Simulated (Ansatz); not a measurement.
A series of calculations on SiH3OF and related structures

Part 1: Relaxation

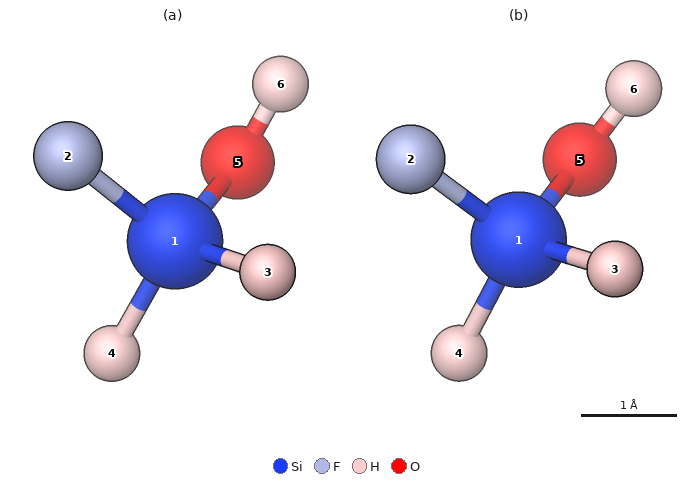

The structure of SiH3OF before (left) and after (right) a relaxation, at one scale.

The picture is a ball-and-stick view, seen from a free direction.

It is one of the separated reactants of a reaction.

Level of theory: RKS PBE0-D4/def2-TZVP in Ansatz. (force threshold 0.005 eV/Å; at most 200 steps)

Question: Summarise the run.

Answer: The energy falls by 0.21 kcal/mol in 6 geometry steps. The largest force component goes from 0.56 to 0.0012 eV/Å. The atom that moves furthest after the best rigid fit is H6 (0.090 Å). By element the largest moves are H 0.090 Å, F 0.055 Å, O 0.051 Å, Si 0.032 Å. Among the contacts that change: Si1–F2 1.611 → 1.596 Å, Si1–O5 1.624 → 1.630 Å.

Part 2: Relaxation

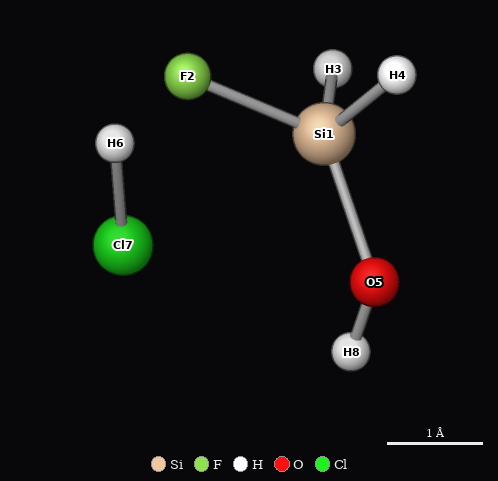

SiH4OClF (started from a transition state, displaced along its imaginary mode), before the relaxation. Style: ball-and-stick. Shown at a tilt.

All numbers below come from RKS PBE0-D4/def2-TZVP in Ansatz.

Input file:
```yaml
crystal:
  periodic: [false, false, false]
  atoms:
    - {symbol: Si, position_ang: [-0.467969, -0.474697, 0.032298]}
    - {symbol: F, position_ang: [0.957956, -1.008261, 0.773673]}
    - {symbol: H, position_ang: [-0.332168, -0.960464, -1.340693]}
    - {symbol: H, position_ang: [-1.258475, -1.340390, 0.937248]}
    - {symbol: O, position_ang: [-1.202229, 0.981250, 0.267611]}
    - {symbol: H, position_ang: [1.713780, -0.096894, 0.104532]}
    - {symbol: Cl, position_ang: [1.586834, 1.089242, -0.661434]}
    - {symbol: H, position_ang: [-0.997629, 1.810114, -0.113235]}
basis:
  gaussian: {orbitals: def2-TZVP}
hamiltonian: {xc: pbe0, dispersion: d4}
relax: {f_tol: 0.005, max_steps: 200}
```

Launched with:
```bash
ansatz run in.yaml --threads 4 --pin off --events-out ev --progress --plain --max-ram 9574MiB
```

Q: Predict the outcome.

A: The energy falls by 1.090 eV in 13 accepted moves (14 points after the start). The largest force component goes from 2 to 0.0016 eV/Å. The line search rejected the trial step at point 5 of the run. The atom that moves furthest after the best rigid fit is Cl7 (0.73 Å). By element the largest moves are Cl 0.73 Å, H 0.71 Å, Si 0.41 Å, F 0.25 Å, O 0.18 Å. Among the contacts that change: Si1–Cl7 2.674 → 3.782 Å, F2–H6 1.360 → 2.132 Å, H6–Cl7 1.418 → 1.286 Å, Si1–F2 1.693 → 1.611 Å. Among the angles between lasting bonds that change: F2–Si1–H4 89.9° → 107.9°, F2–Si1–O5 126.2° → 109.8°, Si1–O5–H8 128.9° → 118.1°.

History of the run:

| step | E − E(0), eV | largest force component, eV/Å | note |
| --- | --- | --- | --- |
| 0 | 0.0000 | 2.0095 |  |
| 1 | -0.3718 | 1.3503 |  |
| 2 | -0.7131 | 1.5205 |  |
| 3 | -0.9407 | 1.2654 |  |
| 4 | -1.0444 | 0.7345 |  |
| 5 | -0.9585 | 2.1220 | rejected |
| 6 | -1.0764 | 0.0904 |  |
| 7 | -1.0808 | 0.0800 |  |
| 8 | -1.0877 | 0.1035 |  |
| 9 | -1.0889 | 0.0868 |  |
| 10 | -1.0895 | 0.0657 |  |
| 11 | -1.0897 | 0.0528 |  |
| 12 | -1.0901 | 0.0324 |  |
| 13 | -1.0901 | 0.0264 |  |
| 14 | -1.0902 | 0.0016 |  |

Final geometry:

```xyz
8

Si   -0.7566   -0.7409    0.1334
F     0.7346   -1.0303    0.6709
H    -0.7508   -1.1836   -1.2788
H    -1.6982   -1.4880    0.9860
O    -1.1068    0.8361    0.3011
H     2.0398    0.5285    0.0286
Cl    2.0987    1.6049   -0.6729
H    -0.5607    1.4732   -0.1682
```

The end point in the same view:

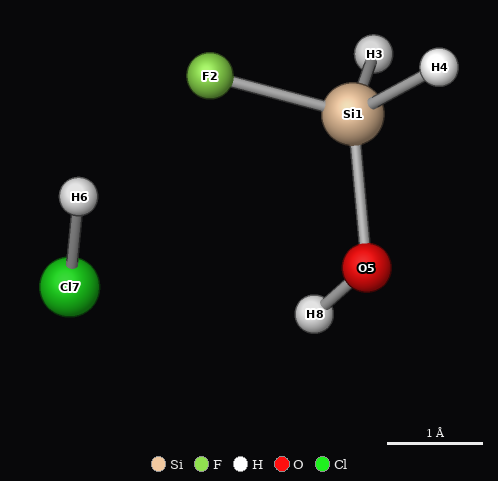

Part 3: Reaction

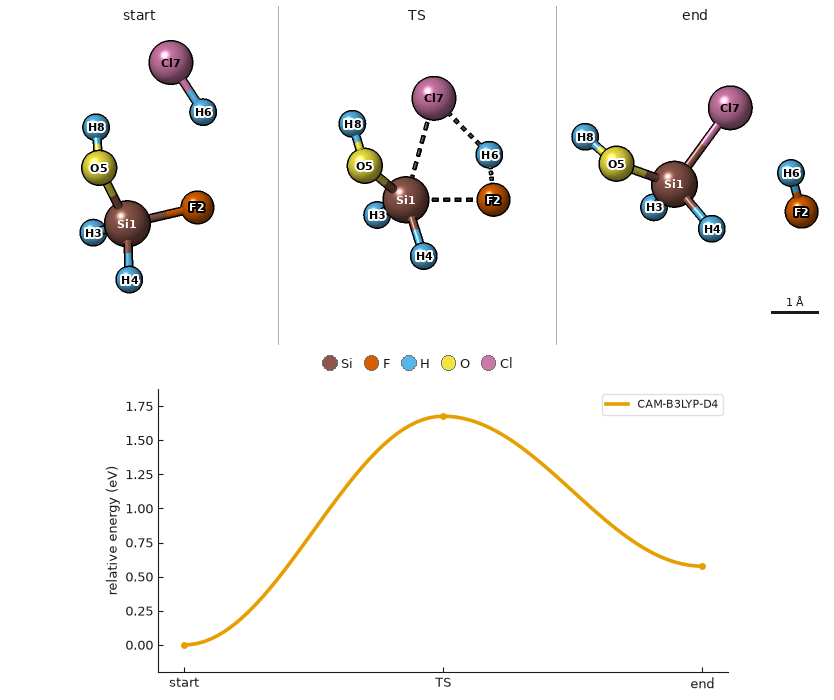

A reaction step of SiH₄OClF, with its energy diagram. A ball-and-stick model, seen from a free direction. Dashed sticks mark bonds that form or break.

Stationary points at PBE0-D4/def2-TZVP, single-point energies with CAM-B3LYP-D4 (def2-TZVPP where no basis is named; Ansatz 0.2.0). The energies are electronic, without zero-point or thermal terms, and both ends are the minima reached downhill from the saddle, with any fragments still in contact.

Q: Describe the step and its energetics.

A: Counted by bonded pieces, the start holds HCl + SiH₃OF and the end holds HF + SiH₃ClO. From the start over the saddle to the end, bonds form: Si1–Cl7 (3.78 → 2.43 → 2.08 Å), F2–H6 (2.13 → 1.03 → 0.93 Å). Bonds break: Si1–F2 (1.61 → 1.96 → 3.41 Å), H6–Cl7 (1.29 → 1.70 → 2.26 Å). The saddle has one imaginary mode, 298i cm⁻¹. With CAM-B3LYP-D4 the barrier is 1.68 eV from the start and 1.10 eV from the end, and the end lies 0.58 eV above the start.

Part 4: Reaction

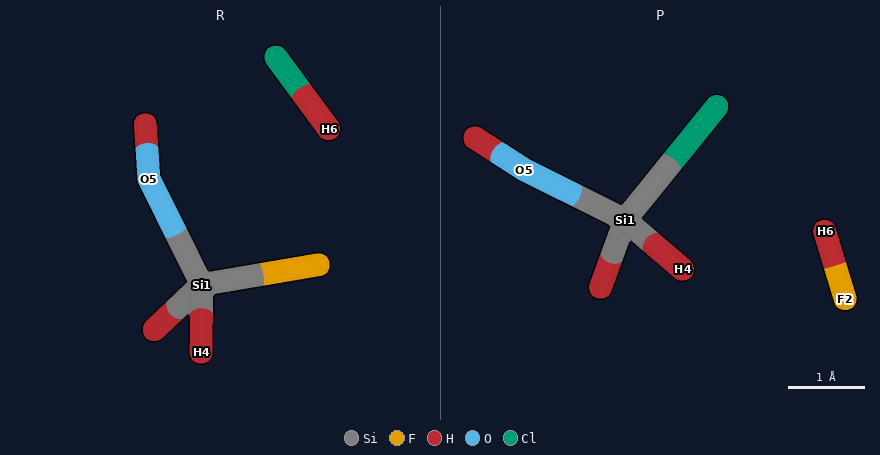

Reactant (R) and product (P) of one elementary step of SiH$_{4}$OClF. The picture is a stick view, seen at a tilt.

Stationary points at PBE0-D4/def2-TZVP, single-point energies with wB97X-V (def2-TZVPP where no basis is named; Ansatz 0.2.0). The energies are electronic, without zero-point or thermal terms, and both ends are the minima reached downhill from the saddle, with any fragments still in contact.

R:
```xyz
8

Si   -0.7614   -0.7380    0.1213
F     0.7251   -1.0414    0.6640
H    -0.7501   -1.1658   -1.2954
H    -1.7119   -1.4888    0.9607
O    -1.1038    0.8391    0.3038
H     2.0426    0.5167    0.0455
Cl    2.1113    1.6001   -0.6442
H    -0.5516    1.4780   -0.1557
```

P:
```xyz
8

Si   -0.5952    0.1295    0.0272
F     2.1134   -1.9279    0.2733
H    -0.4829   -0.6717   -1.2091
H    -0.8341   -0.6628    1.2432
O    -1.7802    1.2449   -0.0524
H     2.1568   -1.0003    0.2926
Cl    1.2510    1.0668    0.2419
H    -1.8287    1.8214   -0.8166
```

**What is the transition state like, and how high is the barrier?**

Counted by bonded pieces, R holds HCl + SiH₃OF and P holds HF + SiH₃ClO. From R over the saddle to P, bonds form: Si1–Cl7 (3.78 → 2.43 → 2.08 Å), F2–H6 (2.13 → 1.03 → 0.93 Å). Bonds break: Si1–F2 (1.61 → 1.96 → 3.41 Å), H6–Cl7 (1.29 → 1.70 → 2.26 Å). The saddle has one imaginary mode, 298i cm⁻¹. With wB97X-V the barrier is 1.62 eV from R and 1.12 eV from P, and P lies 0.51 eV above R.

Saddle geometry:

```xyz
8

Si   -0.4540   -0.3319   -0.0283
F     1.1851   -1.0857    0.7296
H    -0.4104   -0.9221   -1.3758
H    -1.1074   -1.2341    0.9397
O    -1.3459    1.0068    0.2372
H     1.7302   -0.3270    0.2963
Cl    1.4401    1.0774   -0.6213
H    -1.0375    1.8165   -0.1774
```

The saddle point in the same view, with dashed sticks for the bonds that form or break:

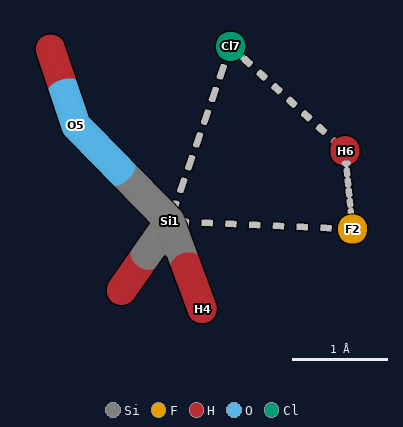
